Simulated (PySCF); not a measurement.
Geometry relaxation of CH₇NO₂Si₂ (part 1 of 2)

- system: CH₇NO₂Si₂
- method: PBE0-D3(BJ)/def2-SVP geometry optimisation, gas phase (PySCF 2.14.0)

It belongs to a series of runs on one base structure; here: constitutional isomer.

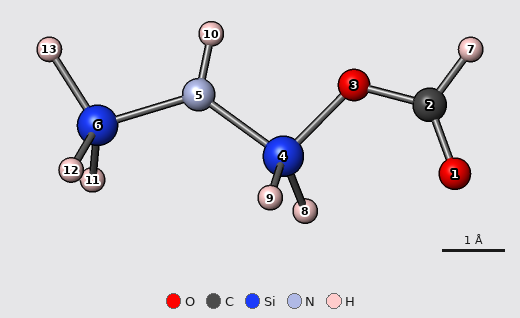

Figure 1. The structure as given in the input (ball-and-stick view, seen at a tilt; atoms are numbered from 1 in the order of the input). Bond lengths as drawn: C–H 1.12 Å, C–O 1.22 to 1.32 Å, H–N 1.02 Å, H–Si 1.45 to 1.47 Å, N–Si 1.73 to 1.74 Å and O–Si 1.63 Å.

### Results in brief

```csv
quantity,value
outcome,converged
total energy,−825.712847 hartree
dipole moment,2.44 D
point group,C1
hardware,"1 CPU thread, shared host"
wall time,3.1 min
peak memory,0.53 GiB
```

### Input file
```
{"job": {"xc": "PBE0", "basis": "def2-SVP", "d3": "d3bj", "grid": 1, "shake": 0.01, "kind": "geom"}, "charge": 0, "multiplicity": 1}
O      3.382190    -0.690420    -0.219290
C      2.927860     0.245440     0.411920
O      1.654300     0.546800     0.559970
Si     0.504180    -0.368280    -0.150510
N     -0.914420     0.411990     0.476180
Si    -2.569530    -0.018140     0.210920
H      3.590090     0.960300     0.959690
H      0.619930    -0.238840    -1.599600
H      0.563030    -1.739410     0.344470
H     -0.746830     1.271350     1.000600
H     -2.889450     0.088010    -1.203230
H     -2.736230    -1.408220     0.648170
H     -3.379300     0.922550     1.007300
```

The first line tells a small driver script what to run in PySCF; the rest is the geometry in Å.

Launched with:
```bash
OMP_NUM_THREADS=1 python <driver script> task.json out
```

### What the program printed
```
step   0  E = -825.69900685  max force = 0.045962
step   1  E = -825.70686455  max force = 0.010607
step   2  E = -825.70108752  max force = 0.040035
step   3  E = -825.70663146  max force = 0.016052
step   4  E = -825.70781892  max force = 0.002807
step   5  E = -825.70788274  max force = 0.003161
step   6  E = -825.70794517  max force = 0.001765
step   7  E = -825.70798391  max force = 0.000467
step   8  E = -825.70802951  max force = 0.001040
step   9  E = -825.70814222  max force = 0.002737
step  10  E = -825.70850534  max force = 0.007137
step  11  E = -825.70885393  max force = 0.012065
step  12  E = -825.70953344  max force = 0.009382
step  13  E = -825.71143908  max force = 0.004144
step  14  E = -825.71130604  max force = 0.005782
step  15  E = -825.71197869  max force = 0.002321
step  16  E = -825.71225954  max force = 0.001822
step  17  E = -825.71246793  max force = 0.001883
step  18  E = -825.71258316  max force = 0.001365
step  19  E = -825.71261971  max force = 0.001176
step  20  E = -825.71266443  max force = 0.000754
step  21  E = -825.71271476  max force = 0.000968
step  22  E = -825.71276004  max force = 0.000992
step  23  E = -825.71278551  max force = 0.000857
step  24  E = -825.71280863  max force = 0.000646
step  25  E = -825.71282620  max force = 0.000593
step  26  E = -825.71284091  max force = 0.000486
step  27  E = -825.71284726  max force = 0.000232
optimisation converged
```

### Trajectory as extended XYZ (Å, eV, eV/Å), 28 frames, from step=0 to step=27
```
13
Properties=species:S:1:pos:R:3:forces:R:3 step=0 energy=-22468.41441
O     3.3822   -0.6904   -0.2193   -1.0489   1.0955   0.6671
C     2.9279    0.2454    0.4119    1.8207  -0.7268  -0.3190
O     1.6543    0.5468    0.5600    1.7664   1.1447   0.8735
Si    0.5042   -0.3683   -0.1505   -2.3635  -0.4960  -0.2682
N    -0.9144    0.4120    0.4762    0.3560   0.1861   0.0155
Si   -2.5695   -0.0181    0.2109    0.5361   0.2331   0.4759
H     3.5901    0.9603    0.9597   -0.2368  -0.0823  -0.1047
H     0.6199   -0.2388   -1.5996    0.0918  -0.1387  -0.5829
H     0.5630   -1.7394    0.3445    0.1021  -0.6100  -0.0357
H    -0.7468    1.2713    1.0006    0.0475  -0.1865  -0.1746
H    -2.8895    0.0880   -1.2032   -0.4106  -0.0042  -0.7916
H    -2.7362   -1.4082    0.6482   -0.3389  -0.5334   0.1002
H    -3.3793    0.9225    1.0073   -0.3220   0.1185   0.1445
13
Properties=species:S:1:pos:R:3:forces:R:3 step=1 energy=-22468.62823
O     3.2240   -0.7137   -0.3074    0.4853  -0.1827  -0.0702
C     3.0005    0.2305    0.3986   -0.5454  -0.1607  -0.2463
O     1.7603    0.6310    0.6464   -0.0985   0.2114   0.2264
Si    0.5141   -0.3195   -0.0958    0.0046   0.2413   0.2098
N    -0.9334    0.4281    0.4910    0.1644   0.0383  -0.0003
Si   -2.5923   -0.0264    0.2054    0.1626   0.0490   0.0934
H     3.7708    0.8519    0.8932    0.0031   0.0668   0.0693
H     0.6592   -0.2034   -1.5640    0.0180  -0.0546  -0.1356
H     0.6153   -1.7147    0.3825    0.0072  -0.1619  -0.0407
H    -0.7868    1.2904    1.0085   -0.0073   0.0257  -0.0234
H    -2.9529    0.0562   -1.2361   -0.0709   0.0096  -0.1497
H    -2.8189   -1.4321    0.6412   -0.0718  -0.1070   0.0256
H    -3.4544    0.9046    0.9826   -0.0513   0.0249   0.0417
13
Properties=species:S:1:pos:R:3:forces:R:3 step=2 energy=-22468.47103
O     3.4972   -0.6723   -0.2478   -1.7138  -0.0368  -0.1249
C     2.9886    0.2143    0.3862    2.0587   1.0923   0.9851
O     1.7373    0.5924    0.6192   -0.3333  -1.3395  -1.0134
Si    0.5016   -0.3599   -0.1302   -0.3571   0.2266   0.1865
N    -0.9280    0.4052    0.4700    0.0534  -0.0415  -0.0436
Si   -2.6057   -0.0034    0.2217   -0.0001  -0.0115   0.0175
H     3.6393    0.9172    0.9443    0.1716   0.1936   0.1112
H     0.6439   -0.2466   -1.6055    0.0692  -0.0651  -0.0209
H     0.5969   -1.7672    0.3349    0.0569  -0.0422  -0.0719
H    -0.7561    1.2647    0.9845    0.0132   0.0252  -0.0189
H    -3.0078    0.0944   -1.2159   -0.0076   0.0075  -0.0138
H    -2.8769   -1.4066    0.6608   -0.0113  -0.0027  -0.0011
H    -3.4247    0.9507    1.0237    0.0003  -0.0059   0.0082
13
Properties=species:S:1:pos:R:3:forces:R:3 step=3 energy=-22468.62189
O     3.3663   -0.6959   -0.2847   -0.7398   0.1306   0.0717
C     2.9936    0.2243    0.3936    0.8254   0.3288   0.2327
O     1.7463    0.6111    0.6322   -0.1310  -0.6378  -0.4352
Si    0.5072   -0.3414   -0.1135   -0.1865   0.2340   0.2002
N    -0.9301    0.4155    0.4813    0.0931  -0.0031  -0.0233
Si   -2.5993   -0.0141    0.2143    0.0810   0.0144   0.0514
H     3.7039    0.8904    0.9220    0.0715   0.1062   0.0888
H     0.6504   -0.2270   -1.5855    0.0469  -0.0637  -0.0711
H     0.6063   -1.7426    0.3591    0.0375  -0.0982  -0.0603
H    -0.7698    1.2760    0.9979    0.0047   0.0224  -0.0207
H    -2.9804    0.0757   -1.2258   -0.0380   0.0092  -0.0737
H    -2.8497   -1.4188    0.6515   -0.0417  -0.0507   0.0138
H    -3.4392    0.9297    1.0037   -0.0232   0.0077   0.0258
13
Properties=species:S:1:pos:R:3:forces:R:3 step=4 energy=-22468.65420
O     3.3295   -0.6832   -0.2737   -0.0795   0.0972   0.0357
C     2.9975    0.2476    0.4092    0.1105  -0.0354   0.0390
O     1.7383    0.6037    0.6306   -0.0571  -0.1443  -0.1008
Si    0.5134   -0.3568   -0.1248   -0.0095   0.1145   0.1081
N    -0.9219    0.4008    0.4681   -0.0056  -0.0012  -0.0086
Si   -2.5992   -0.0100    0.2183    0.0279  -0.0193   0.0042
H     3.7088    0.9133    0.9428   -0.0169   0.0113  -0.0210
H     0.6668   -0.2464   -1.6003    0.0211  -0.0398   0.0027
H     0.6200   -1.7655    0.3375    0.0050  -0.0106  -0.0515
H    -0.7540    1.2618    0.9818    0.0112   0.0202  -0.0178
H    -3.0011    0.0862   -1.2208   -0.0038   0.0062   0.0076
H    -2.8725   -1.4132    0.6587   -0.0070   0.0102  -0.0033
H    -3.4200    0.9446    1.0188    0.0035  -0.0089   0.0057
13
Properties=species:S:1:pos:R:3:forces:R:3 step=5 energy=-22468.65594
O     3.3413   -0.6558   -0.2879    0.0254  -0.0248   0.0655
C     2.9983    0.2516    0.4187    0.0095   0.0975  -0.1625
O     1.7328    0.5861    0.6365   -0.0577  -0.0977   0.0286
Si    0.5126   -0.3698   -0.1266    0.0278   0.0854   0.0502
N    -0.9197    0.3942    0.4626   -0.0138  -0.0055   0.0018
Si   -2.6002   -0.0061    0.2216   -0.0021  -0.0150  -0.0002
H     3.6972    0.9311    0.9504   -0.0063  -0.0355   0.0415
H     0.6777   -0.2643   -1.6013    0.0047  -0.0145   0.0038
H     0.6158   -1.7828    0.3237   -0.0034  -0.0053  -0.0201
H    -0.7451    1.2570    0.9714    0.0090   0.0104  -0.0209
H    -3.0114    0.0935   -1.2148    0.0012   0.0050   0.0109
H    -2.8848   -1.4061    0.6645    0.0044   0.0051  -0.0034
H    -3.4090    0.9542    1.0272    0.0013  -0.0053   0.0048
13
Properties=species:S:1:pos:R:3:forces:R:3 step=6 energy=-22468.65764
O     3.3639   -0.6360   -0.2837    0.0908  -0.0315  -0.0500
C     3.0004    0.2660    0.4172   -0.0669  -0.0467   0.0293
O     1.7265    0.5698    0.6328   -0.0414   0.0275   0.0262
Si    0.5108   -0.3794   -0.1371    0.0521   0.0233  -0.0002
N    -0.9179    0.3888    0.4518   -0.0112  -0.0061   0.0116
Si   -2.6020   -0.0046    0.2302   -0.0301  -0.0083   0.0026
H     3.6799    0.9445    0.9738    0.0094   0.0197  -0.0171
H     0.6856   -0.2798   -1.6111   -0.0031   0.0211  -0.0030
H     0.6122   -1.7976    0.2969   -0.0180  -0.0011   0.0172
H    -0.7352    1.2556    0.9515    0.0029   0.0038  -0.0241
H    -3.0318    0.0971   -1.2004    0.0032   0.0044   0.0064
H    -2.8914   -1.4013    0.6784    0.0144  -0.0062  -0.0030
H    -3.3955    0.9597    1.0459   -0.0019   0.0002   0.0040
13
Properties=species:S:1:pos:R:3:forces:R:3 step=7 energy=-22468.65869
O     3.3735   -0.6348   -0.2864    0.0135  -0.0011  -0.0111
C     3.0029    0.2635    0.4162   -0.0060  -0.0112   0.0069
O     1.7283    0.5659    0.6339   -0.0140  -0.0078   0.0009
Si    0.5093   -0.3753   -0.1386    0.0240  -0.0013   0.0037
N    -0.9196    0.3925    0.4508    0.0003  -0.0047   0.0099
Si   -2.6030   -0.0078    0.2336   -0.0139  -0.0081   0.0112
H     3.6805    0.9466    0.9705   -0.0005   0.0049  -0.0072
H     0.6846   -0.2727   -1.6124    0.0046   0.0203   0.0002
H     0.6038   -1.7948    0.2938   -0.0130   0.0002   0.0075
H    -0.7374    1.2618    0.9460   -0.0025   0.0120  -0.0223
H    -3.0364    0.0919   -1.1956   -0.0015   0.0045   0.0019
H    -2.8817   -1.4064    0.6827    0.0089  -0.0054  -0.0041
H    -3.3992    0.9526    1.0516    0.0001  -0.0025   0.0026
13
Properties=species:S:1:pos:R:3:forces:R:3 step=8 energy=-22468.65993
O     3.3878   -0.6255   -0.2987   -0.0535   0.0128   0.0154
C     3.0074    0.2620    0.4122    0.0332   0.0268  -0.0067
O     1.7308    0.5556    0.6361    0.0329  -0.0115  -0.0051
Si    0.5058   -0.3659   -0.1440   -0.0189  -0.0458  -0.0074
N    -0.9223    0.4032    0.4462    0.0167  -0.0062   0.0109
Si   -2.6031   -0.0185    0.2458    0.0099  -0.0030   0.0252
H     3.6797    0.9489    0.9687   -0.0033  -0.0057   0.0048
H     0.6875   -0.2541   -1.6166    0.0121   0.0191   0.0036
H     0.5824   -1.7894    0.2805   -0.0076   0.0013  -0.0060
H    -0.7420    1.2821    0.9248   -0.0136   0.0191  -0.0272
H    -3.0519    0.0740   -1.1786   -0.0088   0.0041  -0.0041
H    -2.8522   -1.4211    0.6990    0.0012  -0.0058  -0.0060
H    -3.4045    0.9317    1.0707   -0.0003  -0.0051   0.0025
13
Properties=species:S:1:pos:R:3:forces:R:3 step=9 energy=-22468.66300
O     3.4141   -0.5999   -0.3273   -0.1407   0.0203   0.0486
C     3.0152    0.2622    0.4040    0.0683   0.0841  -0.0205
O     1.7341    0.5342    0.6394    0.1321   0.0171   0.0108
Si    0.4994   -0.3402   -0.1653   -0.1105  -0.1357  -0.0409
N    -0.9284    0.4291    0.4259    0.0424  -0.0124   0.0145
Si   -2.6008   -0.0498    0.2843    0.0533  -0.0007   0.0415
H     3.6757    0.9519    0.9716   -0.0046  -0.0239   0.0211
H     0.7044   -0.2004   -1.6328    0.0232   0.0187   0.0097
H     0.5317   -1.7734    0.2338    0.0000   0.0034  -0.0311
H    -0.7576    1.3361    0.8524   -0.0332   0.0386  -0.0401
H    -3.1037    0.0191   -1.1228   -0.0199   0.0046  -0.0105
H    -2.7694   -1.4598    0.7506   -0.0108  -0.0053  -0.0074
H    -3.4090    0.8740    1.1323    0.0004  -0.0087   0.0043
13
Properties=species:S:1:pos:R:3:forces:R:3 step=10 energy=-22468.67288
O     3.4585   -0.5418   -0.3840   -0.2830   0.0037   0.0971
C     3.0227    0.2634    0.3891    0.1070   0.2067  -0.0268
O     1.7323    0.4918    0.6383    0.3670   0.0664   0.0795
Si    0.4831   -0.2743   -0.2257   -0.3170  -0.2835  -0.1254
N    -0.9479    0.4900    0.3651    0.1005  -0.0414   0.0094
Si   -2.5822   -0.1280    0.3843    0.1329   0.0091   0.0570
H     3.6574    0.9505    0.9895   -0.0001  -0.0570   0.0473
H     0.7504   -0.0643   -1.6753    0.0227   0.0203   0.0211
H     0.4134   -1.7241    0.1073    0.0259   0.0146  -0.0756
H    -0.8185    1.4557    0.6546   -0.0793   0.0647  -0.0661
H    -3.2252   -0.1305   -0.9654   -0.0319   0.0103  -0.0225
H    -2.5474   -1.5390    0.8735   -0.0438  -0.0004  -0.0056
H    -3.3911    0.7335    1.2948   -0.0010  -0.0134   0.0107
13
Properties=species:S:1:pos:R:3:forces:R:3 step=11 energy=-22468.68237
O     3.4922   -0.4644   -0.4409   -0.3683  -0.0347   0.1164
C     3.0140    0.2684    0.3770    0.0921   0.3133  -0.0151
O     1.7125    0.4424    0.6284    0.6204   0.0896   0.2050
Si    0.4591   -0.1859   -0.3153   -0.5509  -0.3776  -0.2487
N    -0.9898    0.5538    0.2622    0.1785   0.0037  -0.0823
Si   -2.5305   -0.2308    0.5294    0.1902   0.0340   0.0319
H     3.6157    0.9433    1.0241    0.0049  -0.0939   0.0732
H     0.8144    0.1314   -1.7262   -0.0338   0.0152   0.0245
H     0.2692   -1.6451   -0.0861    0.1246   0.0166  -0.0920
H    -0.9586    1.5660    0.3475   -0.1201   0.0531  -0.0440
H    -3.3623   -0.3532   -0.7063   -0.0375   0.0102  -0.0272
H    -2.2280   -1.6065    1.0229   -0.0966  -0.0026   0.0278
H    -3.3022    0.5634    1.5294   -0.0035  -0.0268   0.0305
13
Properties=species:S:1:pos:R:3:forces:R:3 step=12 energy=-22468.70085
O     3.4742   -0.4552   -0.4530   -0.2824  -0.0241   0.0991
C     3.0102    0.2732    0.3772    0.0391   0.2234  -0.0343
O     1.7114    0.4509    0.6319    0.4824   0.1063   0.1814
Si    0.4624   -0.1700   -0.3332   -0.4625  -0.2951  -0.1928
N    -0.9995    0.5510    0.2334    0.1339   0.0047  -0.0481
Si   -2.5218   -0.2497    0.5573    0.1725   0.0306   0.0056
H     3.6214    0.9297    1.0336    0.0046  -0.0790   0.0663
H     0.8201    0.1832   -1.7339   -0.0187  -0.0009   0.0152
H     0.2872   -1.6323   -0.1222    0.1136   0.0053  -0.0900
H    -0.9994    1.5666    0.2780   -0.0905   0.0443  -0.0416
H    -3.3876   -0.3971   -0.6529   -0.0252   0.0106  -0.0181
H    -2.1947   -1.6150    1.0626   -0.0739  -0.0022   0.0291
H    -3.2784    0.5476    1.5672    0.0072  -0.0241   0.0283
13
Properties=species:S:1:pos:R:3:forces:R:3 step=13 energy=-22468.75271
O     3.3402   -0.3768   -0.5171    0.1113   0.0281  -0.0582
C     2.9275    0.2983    0.3847   -0.1274  -0.1780   0.0171
O     1.6408    0.4947    0.6379   -0.1068   0.2131   0.0923
Si    0.4450   -0.0469   -0.4807    0.0615   0.0070   0.0227
N    -1.0913    0.5395    0.0174   -0.1617   0.0097  -0.0337
Si   -2.3910   -0.3658    0.7610   -0.0484   0.0559   0.0362
H     3.5714    0.8251    1.1208    0.0048  -0.0011  -0.0060
H     0.8408    0.5367   -1.7867   -0.0338  -0.0496  -0.0422
H     0.3715   -1.5252   -0.4176    0.0920  -0.0418  -0.0679
H    -1.3386    1.4954   -0.2324    0.1360  -0.0270   0.0143
H    -3.4756   -0.7323   -0.2053    0.0387   0.0118  -0.0084
H    -1.8134   -1.6172    1.3266    0.0178  -0.0001   0.0108
H    -3.0218    0.4574    1.8375    0.0159  -0.0279   0.0231
13
Properties=species:S:1:pos:R:3:forces:R:3 step=14 energy=-22468.74909
O     3.2771   -0.4398   -0.4671    0.2619  -0.0440  -0.1114
C     2.9137    0.2849    0.4187   -0.1357  -0.1781   0.0529
O     1.6448    0.5782    0.6398   -0.2436   0.1508  -0.0436
Si    0.4769   -0.0843   -0.4668    0.2973   0.1822   0.1617
N    -1.0486    0.5159    0.0424   -0.1929  -0.1006   0.0746
Si   -2.4351   -0.3216    0.6954   -0.0806  -0.0266   0.0327
H     3.5881    0.7641    1.1597    0.0154   0.0319  -0.0398
H     0.8123    0.4380   -1.8148    0.0609  -0.0206  -0.0099
H     0.5322   -1.5597   -0.3385   -0.1495  -0.0055  -0.0318
H    -1.2147    1.5077   -0.1143    0.0888   0.0037  -0.0648
H    -3.4621   -0.6173   -0.3548    0.0055  -0.0053   0.0385
H    -1.9948   -1.6094    1.3056    0.0638   0.0012  -0.0469
H    -3.0843    0.5263    1.7409    0.0086   0.0109  -0.0123
```
